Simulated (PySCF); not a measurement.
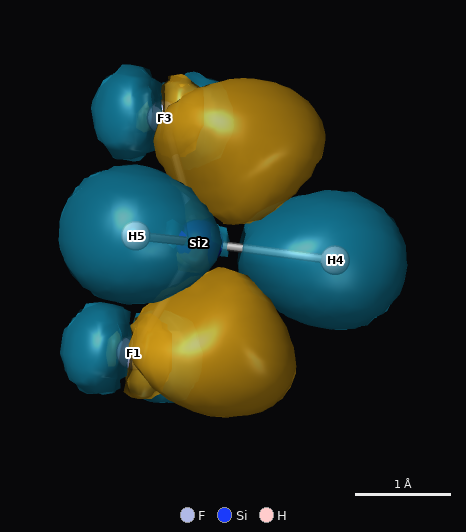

F$_{2}$H$_{2}$Si, SMILES `F[SiH2]F`. Unrelaxed difference density of S₁ less the ground state (TDA singlet states), ±0.03 e/Å³; yellow: gain, teal: loss.

Computed with PySCF, CAM-B3LYP/6-311+G**, geometry: GFN2-xTB. No frequency check shows the geometry to be a minimum.

Question: How does the charge move on excitation?

Answer: 0.76 e is displaced in all, of which about 0.3 e passes between atoms: H4 and H5 (0.13 e each) lose electrons and Si2 (0.34 e) gains them. The state: 8.45 eV (147 nm), f = 0.000 (dark), partly diffuse acceptor orbital; the leading pair carries 100 %; hole on Si2 (31 %), H4 and H5 (23 % each) and F1 and F3 (12 % each), electron on Si2 (64 %), H4 and H5 (10 % each) and F1 and F3 (8 % each) (atom shares of so diffuse an orbital are rough); their centroids lie 0.3 Å apart.
